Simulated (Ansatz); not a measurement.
**Geometry relaxation of B$_{2}$SiNH$_{6}$F (part 2 of 2)**

Continued. System: B$_{2}$SiNH$_{6}$F. Method: RKS PBE0-D4/def2-TZVP (Ansatz 0.2.0). The geometry: PBE-D4/def2-SVP start.

Geometry of the input (Å):
```
B  -0.9170  0.0117  1.3046
N  0.0402  -0.1814  0.2431
B  1.2459  -0.9463  0.4443
Si -0.2522  0.6267  -1.3196
F  0.2619  2.1769  -1.2107
H  -0.7242  -0.5049  2.3862
H  -1.9055  0.6927  1.0962
H  2.0500  -1.0459  -0.4650
H  1.4394  -1.4781  1.5184
H  0.5478  -0.0576  -2.3810
H  -1.7212  0.6493  -1.5960
```

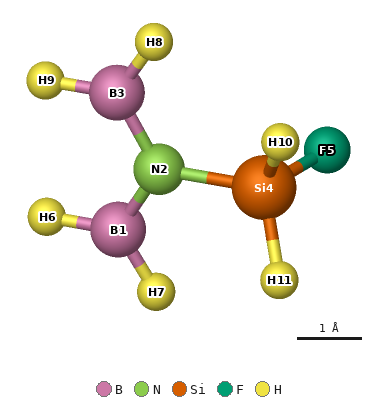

Fig. 1: The geometry at step 10 of the log (ball-and-stick view, seen at a tilt; atoms are numbered from 1 in the order of the input).

Trajectory as extended XYZ, continued
```
11
Properties=species:S:1:pos:R:3:forces:R:3 step=4 energy=-13531.04018 accepted=F
B    -0.9038    0.0078    1.2818    0.0241  -0.0148  -0.0442
N     0.0450   -0.1794    0.2247   -0.0833   0.0451   0.1164
B     1.2390   -0.9338    0.4473    0.0132  -0.0050  -0.0553
Si   -0.2531    0.6235   -1.2989    0.0448  -0.0305  -0.0236
F     0.2601    2.1312   -1.2039   -0.0020  -0.0046   0.0042
H    -0.7126   -0.5063    2.3416    0.0007  -0.0024   0.0054
H    -1.8747    0.6795    1.0791   -0.0071   0.0056   0.0098
H     2.0449   -1.0327   -0.4325    0.0037   0.0037  -0.0103
H     1.4104   -1.4551    1.5074   -0.0029   0.0029   0.0054
H     0.5155   -0.0528   -2.3626    0.0072   0.0017  -0.0137
H    -1.7054    0.6611   -1.5635    0.0016  -0.0017   0.0060
11
Properties=species:S:1:pos:R:3:forces:R:3 step=5 energy=-13531.04107
B    -0.9086    0.0107    1.2892    0.0027   0.0061   0.0174
N     0.0399   -0.1721    0.2342    0.0139   0.0096  -0.0169
B     1.2351   -0.9294    0.4405   -0.0197  -0.0489   0.0015
Si   -0.2458    0.6191   -1.2977   -0.0100   0.0121  -0.0041
F     0.2581    2.1295   -1.2015    0.0086   0.0144  -0.0040
H    -0.7138   -0.5025    2.3490   -0.0003  -0.0072   0.0040
H    -1.8817    0.6804    1.0904   -0.0072  -0.0013  -0.0030
H     2.0266   -1.0327   -0.4518    0.0102   0.0159   0.0047
H     1.4155   -1.4561    1.4967    0.0102   0.0104   0.0061
H     0.5355   -0.0534   -2.3545    0.0035  -0.0085  -0.0011
H    -1.6956    0.6495   -1.5739   -0.0120  -0.0027  -0.0046
11
Properties=species:S:1:pos:R:3:forces:R:3 step=6 energy=-13531.04131
B    -0.9127    0.0030    1.2899    0.0034   0.0021   0.0026
N     0.0391   -0.1672    0.2348    0.0026   0.0037   0.0060
B     1.2349   -0.9242    0.4423    0.0029   0.0015   0.0023
Si   -0.2447    0.6228   -1.2987   -0.0025  -0.0006  -0.0147
F     0.2836    2.1264   -1.2206    0.0005  -0.0080   0.0122
H    -0.7135   -0.5143    2.3472   -0.0031  -0.0018  -0.0022
H    -1.8931    0.6629    1.0935    0.0025   0.0018  -0.0030
H     2.0302   -1.0219   -0.4476    0.0001   0.0035   0.0009
H     1.4177   -1.4471    1.5000   -0.0006  -0.0005  -0.0026
H     0.5198   -0.0696   -2.3553   -0.0016  -0.0032  -0.0007
H    -1.6962    0.6721   -1.5650   -0.0043   0.0016  -0.0007
11
Properties=species:S:1:pos:R:3:forces:R:3 step=7 energy=-13531.04142
B    -0.9137    0.0017    1.2894   -0.0009   0.0011  -0.0023
N     0.0381   -0.1688    0.2347   -0.0002  -0.0027   0.0016
B     1.2365   -0.9215    0.4430    0.0003   0.0013  -0.0013
Si   -0.2458    0.6209   -1.2992    0.0004  -0.0001   0.0010
F     0.2907    2.1212   -1.2196    0.0017   0.0022   0.0016
H    -0.7178   -0.5186    2.3458    0.0001  -0.0005  -0.0008
H    -1.8916    0.6651    1.0925   -0.0001   0.0003   0.0010
H     2.0344   -1.0125   -0.4454    0.0006   0.0009   0.0003
H     1.4194   -1.4468    1.4994   -0.0003   0.0006   0.0000
H     0.5128   -0.0755   -2.3573   -0.0009  -0.0028  -0.0014
H    -1.6978    0.6778   -1.5627   -0.0007  -0.0005   0.0002
11
Properties=species:S:1:pos:R:3:forces:R:3 step=8 energy=-13531.04147
B    -0.9164   -0.0021    1.2888   -0.0016   0.0002  -0.0047
N     0.0368   -0.1690    0.2347   -0.0019  -0.0051   0.0022
B     1.2382   -0.9168    0.4441    0.0016   0.0070  -0.0023
Si   -0.2459    0.6203   -1.2996   -0.0003   0.0009   0.0045
F     0.3055    2.1156   -1.2243   -0.0004  -0.0030  -0.0032
H    -0.7214   -0.5257    2.3437    0.0008   0.0006  -0.0002
H    -1.8945    0.6613    1.0927    0.0003  -0.0008   0.0018
H     2.0387   -1.0013   -0.4426   -0.0013  -0.0017  -0.0003
H     1.4216   -1.4431    1.4998   -0.0008  -0.0008   0.0006
H     0.5013   -0.0860   -2.3596   -0.0011   0.0021   0.0010
H    -1.6987    0.6899   -1.5572    0.0047   0.0006   0.0007
11
Properties=species:S:1:pos:R:3:forces:R:3 step=9 energy=-13531.04150
B    -0.9202   -0.0075    1.2883   -0.0015  -0.0010  -0.0035
N     0.0348   -0.1690    0.2351   -0.0031  -0.0032  -0.0004
B     1.2400   -0.9104    0.4454    0.0028   0.0084  -0.0021
Si   -0.2459    0.6197   -1.2999    0.0038   0.0078   0.0016
F     0.3250    2.1084   -1.2321   -0.0050  -0.0132  -0.0034
H    -0.7251   -0.5344    2.3417    0.0008   0.0016  -0.0002
H    -1.8995    0.6544    1.0937    0.0008  -0.0016   0.0008
H     2.0430   -0.9881   -0.4399   -0.0034  -0.0029   0.0002
H     1.4248   -1.4375    1.5006   -0.0007  -0.0014   0.0005
H     0.4875   -0.0989   -2.3618   -0.0036   0.0051   0.0043
H    -1.6992    0.7063   -1.5506    0.0092   0.0004   0.0021
11
Properties=species:S:1:pos:R:3:forces:R:3 step=10 energy=-13531.04153
B    -0.9226   -0.0109    1.2879    0.0002  -0.0002  -0.0015
N     0.0337   -0.1689    0.2353   -0.0016  -0.0010  -0.0001
B     1.2411   -0.9067    0.4462    0.0025   0.0060  -0.0015
Si   -0.2455    0.6196   -1.3000    0.0027   0.0096  -0.0006
F     0.3363    2.1043   -1.2369   -0.0054  -0.0158  -0.0017
H    -0.7268   -0.5388    2.3406    0.0002   0.0013  -0.0005
H    -1.9031    0.6493    1.0938    0.0004  -0.0020  -0.0003
H     2.0448   -0.9816   -0.4386   -0.0032  -0.0023   0.0004
H     1.4269   -1.4336    1.5013   -0.0003  -0.0010  -0.0001
H     0.4794   -0.1057   -2.3632   -0.0034   0.0050   0.0050
H    -1.6989    0.7160   -1.5460    0.0080   0.0004   0.0009
11
Properties=species:S:1:pos:R:3:forces:R:3 step=11 energy=-13531.04154
B    -0.9253   -0.0149    1.2877   -0.0059  -0.0127  -0.0052
N     0.0323   -0.1684    0.2359    0.0023   0.0102   0.0059
B     1.2428   -0.9010    0.4476   -0.0037  -0.0075  -0.0051
Si   -0.2452    0.6198   -1.2998    0.0062   0.0111  -0.0072
F     0.3524    2.0987   -1.2434   -0.0074  -0.0185   0.0018
H    -0.7285   -0.5439    2.3398    0.0021   0.0048   0.0009
H    -1.9096    0.6395    1.0930    0.0029   0.0031   0.0009
H     2.0458   -0.9748   -0.4380   -0.0001   0.0022   0.0017
H     1.4303   -1.4276    1.5025    0.0015   0.0034   0.0006
H     0.4685   -0.1146   -2.3643   -0.0033   0.0035   0.0040
H    -1.6983    0.7302   -1.5404    0.0054   0.0004   0.0016
11
Properties=species:S:1:pos:R:3:forces:R:3 step=12 energy=-13531.04150 accepted=F
B    -0.9318   -0.0245    1.2861    0.0152   0.0206   0.0080
N     0.0301   -0.1678    0.2367   -0.0062  -0.0035   0.0035
B     1.2447   -0.8936    0.4489    0.0011   0.0027   0.0022
Si   -0.2445    0.6198   -1.2996    0.0124   0.0244  -0.0149
F     0.3784    2.0889   -1.2528   -0.0137  -0.0310   0.0045
H    -0.7310   -0.5504    2.3389   -0.0046  -0.0076  -0.0037
H    -1.9188    0.6255    1.0917   -0.0037  -0.0070  -0.0032
H     2.0482   -0.9623   -0.4366    0.0000  -0.0003  -0.0002
H     1.4365   -1.4171    1.5047   -0.0016  -0.0006  -0.0026
H     0.4505   -0.1289   -2.3665   -0.0048   0.0029   0.0045
H    -1.6972    0.7533   -1.5310    0.0059  -0.0006   0.0018
11
Properties=species:S:1:pos:R:3:forces:R:3 step=13 energy=-13531.04155
B    -0.9279   -0.0185    1.2871   -0.0003  -0.0029  -0.0015
N     0.0315   -0.1680    0.2363   -0.0006   0.0001   0.0020
B     1.2433   -0.8985    0.4479    0.0031   0.0066   0.0028
Si   -0.2447    0.6196   -1.2998    0.0050   0.0162  -0.0054
F     0.3632    2.0944   -1.2469   -0.0069  -0.0183   0.0014
H    -0.7297   -0.5465    2.3393    0.0004   0.0009   0.0000
H    -1.9135    0.6335    1.0921    0.0009   0.0007   0.0002
H     2.0469   -0.9696   -0.4374   -0.0014  -0.0024  -0.0008
H     1.4331   -1.4228    1.5036   -0.0011  -0.0018  -0.0016
H     0.4608   -0.1204   -2.3656   -0.0022   0.0014   0.0030
H    -1.6977    0.7398   -1.5360    0.0032  -0.0004  -0.0001
11
Properties=species:S:1:pos:R:3:forces:R:3 step=14 energy=-13531.04156
B    -0.9280   -0.0187    1.2868    0.0057   0.0085   0.0026
N     0.0317   -0.1680    0.2363   -0.0008  -0.0016   0.0010
B     1.2435   -0.8983    0.4480   -0.0032  -0.0046  -0.0014
Si   -0.2448    0.6196   -1.2998    0.0036   0.0132  -0.0020
F     0.3613    2.0949   -1.2456   -0.0043  -0.0121   0.0001
H    -0.7292   -0.5452    2.3397   -0.0015  -0.0029  -0.0011
H    -1.9129    0.6343    1.0919   -0.0019  -0.0032  -0.0010
H     2.0461   -0.9713   -0.4380    0.0012   0.0019   0.0006
H     1.4328   -1.4234    1.5034    0.0009   0.0015   0.0002
H     0.4622   -0.1192   -2.3654   -0.0007   0.0000   0.0011
H    -1.6976    0.7382   -1.5368    0.0010  -0.0008  -0.0002
11
Properties=species:S:1:pos:R:3:forces:R:3 step=15 energy=-13531.04156
B    -0.9277   -0.0182    1.2872   -0.0015  -0.0022   0.0043
N     0.0314   -0.1679    0.2364    0.0012   0.0019  -0.0025
B     1.2431   -0.8984    0.4478    0.0012   0.0003  -0.0017
Si   -0.2446    0.6198   -1.2999   -0.0008  -0.0040  -0.0002
F     0.3620    2.0944   -1.2458    0.0008   0.0024   0.0006
H    -0.7291   -0.5457    2.3397   -0.0004   0.0010  -0.0016
H    -1.9134    0.6338    1.0926    0.0001   0.0008  -0.0009
H     2.0460   -0.9703   -0.4380   -0.0002  -0.0003   0.0007
H     1.4328   -1.4233    1.5031    0.0002  -0.0005   0.0011
H     0.4619   -0.1197   -2.3650    0.0008  -0.0003  -0.0006
H    -1.6972    0.7385   -1.5375   -0.0012   0.0009   0.0007
```

Results in brief

| quantity | value |
| --- | --- |
| outcome | converged |
| total energy | −13531.0416 eV |
| mean-field energy | −13530.8515 eV |
| dispersion energy | −0.1901 eV |
| SCF solution under orbital rotations | stable |
| largest force (length of the vector) at the end | 0.005 eV/Å |
| dipole moment | 1.16 D |
| hardware | 4 threads of Arm Neoverse V2, 23 GiB of memory available, shared host |
| wall time | 45 s (CPU time 2.8 min) |
| peak memory | 0.47 GiB |
